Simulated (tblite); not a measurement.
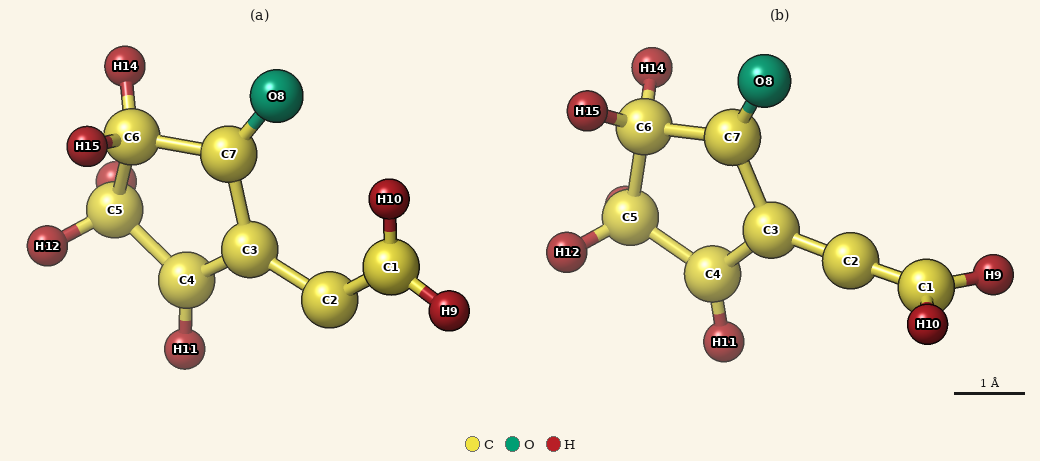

The structure of C₇H₇O (multiplicity 2) before (left) and after (right) a relaxation, at one scale.

Style: ball-and-stick. Shown from a free direction.

Theory: GFN2-xTB geometry optimisation, gas phase (tblite). 

**Describe what moved and what it gained.**

Over 81 geometry steps the energy falls by 85.6 kJ/mol. The atom that moves furthest after the best rigid fit is an H atom (1.90 Å). Largest moves by element: H 1.90 Å, C 0.63 Å, O 0.59 Å. Some distances before and after: C–C 1.447 → 1.344 Å, C–C 1.322 → 1.388 Å, C–O 1.244 → 1.203 Å, C–H 1.125 → 1.096 Å. Among the angles between lasting bonds that change: C–C–C 124.5° → 177.6°, C–C–H 105.0° → 110.7°, H–C–H 112.5° → 107.2°.
